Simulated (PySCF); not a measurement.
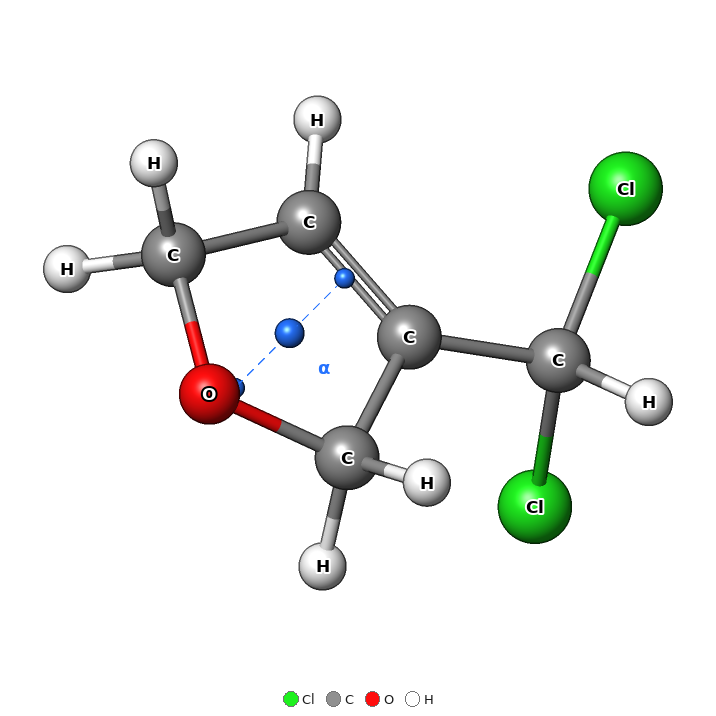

The small points mark where nucleus-independent chemical shifts (NICS) were computed: at the centre of each lettered ring and 1 Å above and below it. Geometry: an end point of a reaction path computed with GFN2-xTB. Method: GIAO PBE0/pcSseg-1 NMR shielding, non-relativistic, gas phase (PySCF 2.14.0).

Give NICS(0), NICS(1) and the out-of-plane component NICS(1)zz for each ring (means of the two sides).

| ring | members | NICS(0) | NICS(1) | NICS(1)zz |
| --- | --- | --- | --- | --- |
| α | C4O | −4.0 | −2.3 | −3.3 |

Values in ppm.

What do the values say about the ring currents?

Answer. Ring α: weak, as in a non-aromatic ring. NICS is one index among several.
